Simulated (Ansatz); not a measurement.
**Geometry relaxation, with input and output: Be$_{12}$Ga (part 1 of 2)**

Be$_{12}$Ga (slab, 13 atoms in the cell), computed with DFT PBE, scalar-relativistic, plane waves, PAW, no spin polarisation (Ansatz 0.2.0).

The input holds or restrains some coordinates. It belongs to a series of runs on one base structure; here: end point A relaxed. Figures and captions count atoms from 1; the log counts them from 0 in places.

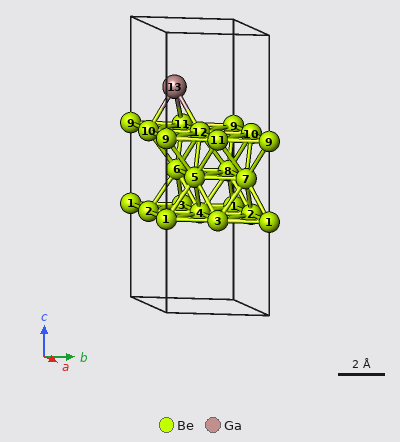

Figure 1. The input geometry (ball-and-stick view of the cell of the calculation, with the vacuum cut short, seen slightly off an axis; atoms are numbered from 1 in the order of the input). Near neighbours in the crystal (not all of them lie inside the picture): Be has 9 Be at 2.23 to 2.29 Å; Be has 12 Be at 2.23 to 2.29 Å; Be has 9 Be at 2.23 to 2.29 Å and 1 Ga at 2.24 to 2.34 Å; Ga has 3 Be at 2.24 to 2.34 Å.

The input
```yaml
crystal:
  lattice:
    - [4.58, 0.0, 0.0]
    - [2.29, 3.966396, 0.0]
    - [0.0, 0.0, 15.58843]
  atoms:
    - { symbol: Be, position: [0.0, 0.0, 0.0641501] }
    - { symbol: Be, position: [0.5, 0.0, 0.0641501] }
    - { symbol: Be, position: [0.0, 0.5, 0.0641501] }
    - { symbol: Be, position: [0.5, 0.5, 0.0641501] }
    - { symbol: Be, position: [-0.1666667, 0.3333333, 0.1792493] }
    - { symbol: Be, position: [0.3333333, 0.3333333, 0.1792493] }
    - { symbol: Be, position: [-0.1666667, 0.8333333, 0.1792493] }
    - { symbol: Be, position: [0.3333333, 0.8333333, 0.1792493] }
    - { symbol: Be, position: [0.0, 0.0, 0.2943484] }
    - { symbol: Be, position: [0.5, 0.0, 0.2943484] }
    - { symbol: Be, position: [0.0, 0.5, 0.2943484] }
    - { symbol: Be, position: [0.5, 0.5, 0.2943484] }
    - { symbol: Ga, position: [0.3431286, 0.3071435, 0.4149507] }
basis:
  ecutwfc: 420.0
kpoints:
  mp_grid: { grid: [6, 6, 1] }
hamiltonian:
  xc: pbe
scf:
  occupations: { method: gaussian, width: 0.05 }
  lower_state_search: "off"
relax:
  f_tol: 0.03
  max_steps: 60
  adjacent_minimum: "off"
  constraints: [{ sites: [0, 1, 2, 3] }]
```

Launch command:
```bash
ansatz run input.yaml --threads 1 --pin off --max-ram 3072MiB --backend cpu --events-out ev --progress --plain --runs-dir out
```

Output
```
Engine: ansatz 0.2.0, x86_64-unknown-linux-gnu
Pseudopotentials: kind: paw
Pseudopotential: Be, paw, valence charge 2, recommended cutoff 420 eV (normal), Be.paw.azcp
Pseudopotential: Ga, paw, valence charge 13, recommended cutoff 420 eV (normal), Ga.paw.azcp
Functional definition: PBE
  parameter kappa = 0.804
  parameter beta = 0.06672455060314922
  exchange = pbe_x(kappa = kappa, mu = beta*pi^2/3)
  correlation = pbe_c(beta = beta)
Crystal: 13 atoms, lattice volume = 283.181 Å³
Basis set: ecut = 420 eV, 5555 PW (Γ), exchange–correlation on 64×64×216 points (8 copies of the dense FFT grid, shifted against one another)
Bands: 32, of which v1, the nominal top of the filled ones, is band 19 counted from 1 (18 counted from 0)
Symmetry: 1 space group operations
Space group: P1 (ITA 1), of the structure as read, at distance tolerance 6.6e-5 Å
k-points: 20 of 36 (time reversal used)
Non-local potential: Be, projectors of the file, l = 0: 2, l = 1: 2, l = 2: 1
Non-local potential: Ga, projectors of the file, l = 0: 2, l = 1: 2, l = 2: 3, l = 3: 1
PAW form: soft (Blöchl's): semilocal exchange-correlation on the pseudo side does not see the compensation charge
PAW one-centre angular grid: Be, 110 points (default); XC on 64 Gauss nodes
PAW one-centre angular grid: Ga, 590 points (default); XC on 64 Gauss nodes
Initial density: superposition of atomic densities (neutral atoms: chi_scale 0, normalization atom), corrected by the library's trained network
Initial wavefunctions: pseudopotential atomic-orbital guess
Functional: x = pbe(κ = 0.804, μ = 0.2195149727645171), c = pbe(β = 0.06672455060314922)
SCF iter   1: F=—  HF=-4891.870365 eV  |F-HF|=—  |Δ(HF+E_count)|=         —  Δρ=4.38e-3  dr2=7.83e-1  ethr=1.77e-3  ⟨swp⟩=10.7  Hψ=4959  notcnv=0  defer=36
preconditioner: auto → LDOS  [insulator: Δε(μ)=0.075 eV  Ē_g=10.510 eV  σ=0.050 eV  W_gap=0.58  n_scr=38 (ndim 8)  ℏωp=13.4 eV  f_vac=0.413  D(μ)=8.31/eV (n_scr^D=64)  ε∞_Penn≈2.6  β→1.0]
SCF iter   2: F=—  HF=-4891.809806 eV  |F-HF|=—  |Δ(HF+E_count)|=   6.06e-2  Δρ=2.87e-3  dr2=1.32e-1  ethr=1.77e-3  ⟨swp⟩=2.0  Hψ=935  notcnv=0  defer=125
SCF iter   3: F=—  HF=-4891.805250 eV  |F-HF|=—  |Δ(HF+E_count)|=   4.56e-3  Δρ=1.91e-3  dr2=8.81e-2  ethr=3.56e-4  ⟨swp⟩=2.4  Hψ=927  notcnv=0  defer=127
SCF iter   4: F=—  HF=-4891.797217 eV  |F-HF|=—  |Δ(HF+E_count)|=   8.03e-3  Δρ=7.40e-4  dr2=5.27e-3  ethr=2.38e-4  ⟨swp⟩=3.0  Hψ=1010  notcnv=0  defer=127
SCF iter   5: F=—  HF=-4891.796753 eV  |F-HF|=—  |Δ(HF+E_count)|=   4.65e-4  Δρ=4.77e-4  dr2=1.78e-3  ethr=1.42e-5  ⟨swp⟩=2.0  Hψ=1034  notcnv=0  defer=127
SCF iter   6: F=—  HF=-4891.796495 eV  |F-HF|=—  |Δ(HF+E_count)|=   2.58e-4  Δρ=2.56e-4  dr2=4.56e-4  ethr=4.80e-6  ⟨swp⟩=2.0  Hψ=651  notcnv=0  defer=127
SCF iter   7: F=—  HF=-4891.796493 eV  |F-HF|=—  |Δ(HF+E_count)|=   2.72e-6  Δρ=1.19e-4  dr2=8.58e-5  ethr=1.23e-6  ⟨swp⟩=2.2  Hψ=878  notcnv=0  defer=127
SCF iter   8: F=-4891.796471 eV  HF=-4891.796487 eV  |F-HF|=1.52e-5  |Δ(HF+E_count)|=   5.90e-6  Δρ=5.27e-5  dr2=2.15e-5  ethr=6.08e-8  ⟨swp⟩=5.0  Hψ=2204  notcnv=0
SCF 1 converged in 8 iterations: F = -4891.796471 eV  dr2 = 2.15e-5
  greatest PAW one-centre occupation: 0.995 electrons in one spin orbital (limit 2), on the Ga atom at site 12 (counted from 0), in its partial waves of l = 2
relax step   1: F+E_penalty+E_count = -4891.79647142 eV  Δ(F+E_penalty+E_count) = +0.000e0 eV  max|allowed force component| = 1.893e0 eV/Å  Δτ_max = 0.0000 Å  (8 SCF iters, dr2 threshold 2.25e-5 eV, accepted)
Initial density: handed on by an earlier stage of this run
Initial wavefunctions: those handed on with the density
iter 1 solved again at ethr=1.06e-4 eV; its pass at ethr=3.10e-3 eV (dr2=3.92e-2 eV) is discarded
SCF iter   1: F=—  HF=-4892.044702 eV  |F-HF|=—  |Δ(HF+E_count)|=         —  Δρ=2.61e-3  dr2=3.77e-2  ethr=1.06e-4  ⟨swp⟩=2.0  Hψ=3117  notcnv=0  defer=127
preconditioner: auto → LDOS  [insulator: Δε(μ)=0.144 eV  Ē_g=10.499 eV  σ=0.050 eV  W_gap=0.66  n_scr=38 (ndim 8)  ℏωp=13.4 eV  f_vac=0.402  D(μ)=6.90/eV (n_scr^D=52)  ε∞_Penn≈2.6  β→1.0]
SCF iter   2: F=—  HF=-4892.038446 eV  |F-HF|=—  |Δ(HF+E_count)|=   6.26e-3  Δρ=1.03e-3  dr2=4.25e-3  ethr=1.02e-4  ⟨swp⟩=2.5  Hψ=945  notcnv=0  defer=127
SCF iter   3: F=—  HF=-4892.038222 eV  |F-HF|=—  |Δ(HF+E_count)|=   2.23e-4  Δρ=3.81e-4  dr2=1.92e-3  ethr=1.15e-5  ⟨swp⟩=2.2  Hψ=890  notcnv=0  defer=127
SCF iter   4: F=—  HF=-4892.038115 eV  |F-HF|=—  |Δ(HF+E_count)|=   1.08e-4  Δρ=2.36e-4  dr2=6.61e-4  ethr=5.19e-6  ⟨swp⟩=2.0  Hψ=844  notcnv=0  defer=127
SCF iter   5: F=—  HF=-4892.038016 eV  |F-HF|=—  |Δ(HF+E_count)|=   9.91e-5  Δρ=1.24e-4  dr2=1.27e-4  ethr=1.79e-6  ⟨swp⟩=2.3  Hψ=888  notcnv=0  defer=127
SCF iter   6: F=-4892.037970 eV  HF=-4892.038003 eV  |F-HF|=3.31e-5  |Δ(HF+E_count)|=   1.23e-5  Δρ=5.69e-5  dr2=3.87e-5  ethr=2.70e-7  ⟨swp⟩=3.0  Hψ=2217  notcnv=0
SCF 2 converged in 6 iterations: F = -4892.037970 eV  dr2 = 3.87e-5
relax step   2: F+E_penalty+E_count = -4892.03797028 eV  Δ(F+E_penalty+E_count) = -2.415e-1 eV  max|allowed force component| = 9.943e-1 eV/Å  Δτ_max = 0.1724 Å  (6 SCF iters, dr2 threshold 1.00e-4 eV, accepted)
iter 1 solved again at ethr=8.02e-4 eV; its pass at ethr=3.10e-3 eV (dr2=2.97e-1 eV) is discarded
SCF iter   1: F=—  HF=-4892.146930 eV  |F-HF|=—  |Δ(HF+E_count)|=         —  Δρ=4.79e-3  dr2=3.11e-1  ethr=8.02e-4  ⟨swp⟩=1.0  Hψ=3097  notcnv=0  defer=116
preconditioner: auto → LDOS  [insulator: Δε(μ)=0.069 eV  Ē_g=10.378 eV  σ=0.050 eV  W_gap=0.67  n_scr=38 (ndim 8)  ℏωp=13.4 eV  f_vac=0.390  D(μ)=5.00/eV (n_scr^D=38)  ε∞_Penn≈2.7  β→1.0]
SCF iter   2: F=—  HF=-4892.114772 eV  |F-HF|=—  |Δ(HF+E_count)|=   3.22e-2  Δρ=2.76e-3  dr2=4.95e-2  ethr=8.02e-4  ⟨swp⟩=2.0  Hψ=826  notcnv=0  defer=116
SCF iter   3: F=—  HF=-4892.104343 eV  |F-HF|=—  |Δ(HF+E_count)|=   1.04e-2  Δρ=8.50e-4  dr2=9.20e-3  ethr=1.34e-4  ⟨swp⟩=2.0  Hψ=1043  notcnv=0  defer=139
SCF iter   4: F=—  HF=-4892.102891 eV  |F-HF|=—  |Δ(HF+E_count)|=   1.45e-3  Δρ=4.84e-4  dr2=5.33e-3  ethr=2.49e-5  ⟨swp⟩=2.3  Hψ=770  notcnv=0  defer=139
SCF iter   5: F=—  HF=-4892.102565 eV  |F-HF|=—  |Δ(HF+E_count)|=   3.25e-4  Δρ=2.42e-4  dr2=8.25e-4  ethr=1.44e-5  ⟨swp⟩=1.0  Hψ=623  notcnv=0  defer=139
SCF iter   6: F=—  HF=-4892.102518 eV  |F-HF|=—  |Δ(HF+E_count)|=   4.71e-5  Δρ=1.07e-4  dr2=7.01e-5  ethr=2.23e-6  ⟨swp⟩=2.4  Hψ=787  notcnv=0  defer=139
SCF iter   7: F=-4892.102486 eV  HF=-4892.102514 eV  |F-HF|=2.80e-5  |Δ(HF+E_count)|=   4.23e-6  Δρ=5.66e-5  dr2=2.85e-5  ethr=1.67e-7  ⟨swp⟩=5.0  Hψ=2002  notcnv=0
SCF 3 converged in 7 iterations: F = -4892.102486 eV  dr2 = 2.85e-5
relax step   3: F+E_penalty+E_count = -4892.10248597 eV  Δ(F+E_penalty+E_count) = -6.452e-2 eV  max|allowed force component| = 4.433e-1 eV/Å  Δτ_max = 0.2000 Å  (7 SCF iters, dr2 threshold 6.18e-5 eV, accepted)
SCF iter   1: F=—  HF=-4892.182939 eV  |F-HF|=—  |Δ(HF+E_count)|=         —  Δρ=3.09e-3  dr2=3.18e-1  ethr=2.50e-3  ⟨swp⟩=4.3  Hψ=2013  notcnv=0  defer=103
preconditioner: auto → LDOS  [insulator: Δε(μ)=0.200 eV  Ē_g=10.420 eV  σ=0.050 eV  W_gap=0.64  n_scr=38 (ndim 8)  ℏωp=13.4 eV  f_vac=0.391  D(μ)=6.84/eV (n_scr^D=52)  ε∞_Penn≈2.7  β→1.0]
SCF iter   2: F=—  HF=-4892.254725 eV  |F-HF|=—  |Δ(HF+E_count)|=   7.18e-2  Δρ=4.72e-3  dr2=1.20e0  ethr=8.59e-4  ⟨swp⟩=2.5  Hψ=1070  notcnv=0  defer=143  recentre
SCF iter   3: F=—  HF=-4892.149864 eV  |F-HF|=—  |Δ(HF+E_count)|=   1.05e-1  Δρ=1.18e-3  dr2=3.22e-2  ethr=8.59e-4  ⟨swp⟩=2.0  Hψ=721  notcnv=0  defer=143
SCF iter   4: F=—  HF=-4892.148160 eV  |F-HF|=—  |Δ(HF+E_count)|=   1.70e-3  Δρ=5.47e-4  dr2=3.14e-3  ethr=8.69e-5  ⟨swp⟩=1.2  Hψ=810  notcnv=0  defer=134
SCF iter   5: F=—  HF=-4892.147726 eV  |F-HF|=—  |Δ(HF+E_count)|=   4.34e-4  Δρ=3.11e-4  dr2=8.20e-4  ethr=8.49e-6  ⟨swp⟩=2.4  Hψ=725  notcnv=0  defer=134
SCF iter   6: F=—  HF=-4892.147682 eV  |F-HF|=—  |Δ(HF+E_count)|=   4.34e-5  Δρ=1.45e-4  dr2=2.27e-4  ethr=2.22e-6  ⟨swp⟩=2.6  Hψ=803  notcnv=0  defer=134
SCF iter   7: F=—  HF=-4892.147647 eV  |F-HF|=—  |Δ(HF+E_count)|=   3.58e-5  Δρ=5.09e-5  dr2=4.08e-5  ethr=6.14e-7  ⟨swp⟩=2.8  Hψ=760  notcnv=0  defer=134
SCF iter   8: F=-4892.147632 eV  HF=-4892.147643 eV  |F-HF|=1.12e-5  |Δ(HF+E_count)|=   3.36e-6  Δρ=3.09e-5  dr2=1.09e-5  ethr=1.06e-7  ⟨swp⟩=4.8  Hψ=1982  notcnv=0
SCF 4 converged in 8 iterations: F = -4892.147632 eV  dr2 = 1.09e-5
relax step   4: F+E_penalty+E_count = -4892.14763197 eV  Δ(F+E_penalty+E_count) = -4.515e-2 eV  max|allowed force component| = 4.589e-2 eV/Å  Δτ_max = 0.0902 Å  (8 SCF iters, dr2 threshold 3.90e-5 eV, accepted)
SCF iter   1: F=—  HF=-4892.148342 eV  |F-HF|=—  |Δ(HF+E_count)|=         —  Δρ=3.21e-4  dr2=6.34e-4  ethr=1.09e-4  ⟨swp⟩=2.1  Hψ=1312  notcnv=0  defer=138
preconditioner: auto → LDOS  [insulator: Δε(μ)=0.242 eV  Ē_g=10.424 eV  σ=0.050 eV  W_gap=0.64  n_scr=38 (ndim 8)  ℏωp=13.4 eV  f_vac=0.390  D(μ)=6.84/eV (n_scr^D=52)  ε∞_Penn≈2.7  β→1.0]
SCF iter   2: F=—  HF=-4892.148492 eV  |F-HF|=—  |Δ(HF+E_count)|=   1.49e-4  Δρ=3.11e-4  dr2=2.78e-3  ethr=1.71e-6  ⟨swp⟩=2.9  Hψ=1231  notcnv=0  defer=137
SCF iter   3: F=—  HF=-4892.148177 eV  |F-HF|=—  |Δ(HF+E_count)|=   3.15e-4  Δρ=1.40e-4  dr2=9.57e-4  ethr=1.71e-6  ⟨swp⟩=2.0  Hψ=867  notcnv=0  defer=137
SCF iter   4: F=—  HF=-4892.148086 eV  |F-HF|=—  |Δ(HF+E_count)|=   9.06e-5  Δρ=4.52e-5  dr2=4.98e-5  ethr=1.71e-6  ⟨swp⟩=1.4  Hψ=512  notcnv=0  defer=137
SCF iter   5: F=—  HF=-4892.148209 eV  |F-HF|=—  |Δ(HF+E_count)|=   1.23e-4  Δρ=1.90e-5  dr2=3.50e-6  ethr=1.35e-7  ⟨swp⟩=2.7  Hψ=797  notcnv=0  defer=137
SCF iter   6: F=—  HF=-4892.148208 eV  |F-HF|=—  |Δ(HF+E_count)|=   4.34e-7  Δρ=1.09e-5  dr2=1.04e-6  ethr=9.45e-9  ⟨swp⟩=2.0  Hψ=685  notcnv=0  defer=137
SCF iter   7: F=—  HF=-4892.148208 eV  |F-HF|=—  |Δ(HF+E_count)|=   1.13e-7  Δρ=5.73e-6  dr2=1.66e-7  ethr=2.80e-9  ⟨swp⟩=2.0  Hψ=867  notcnv=0  defer=137
SCF iter   8: F=-4892.148208 eV  HF=-4892.148208 eV  |F-HF|=8.46e-9  |Δ(HF+E_count)|=   1.67e-8  Δρ=2.32e-6  dr2=3.25e-8  ethr=2.70e-10  ⟨swp⟩=5.0  Hψ=2196  notcnv=0
SCF 5 converged in 8 iterations: F = -4892.148208 eV  dr2 = 3.25e-8
relax step   5: F+E_penalty+E_count = -4892.14820811 eV  Δ(F+E_penalty+E_count) = -5.761e-4 eV  max|allowed force component| = 5.085e-3 eV/Å  Δτ_max = 0.0153 Å  (8 SCF iters, accepted)
```

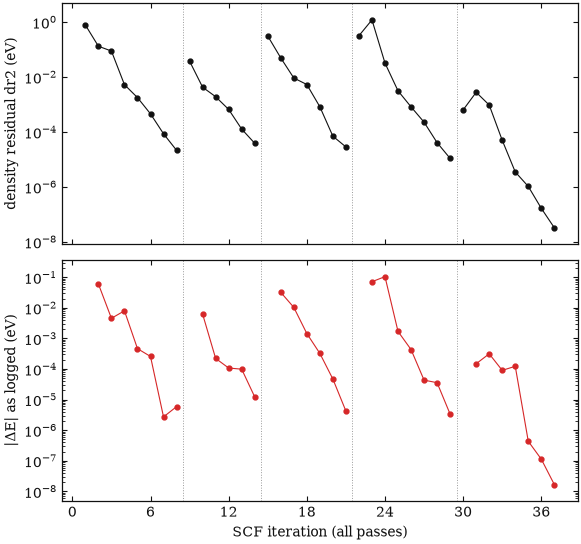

Figure 2. Convergence of the self-consistent field: density residual dr2 and size of the energy change against the SCF iteration. The dotted lines part the SCF passes of the relaxation: geometry steps, rejected trials and re-solves on a re-selected basis. The 5 passes take 6 to 8 iterations each, 37 in all.
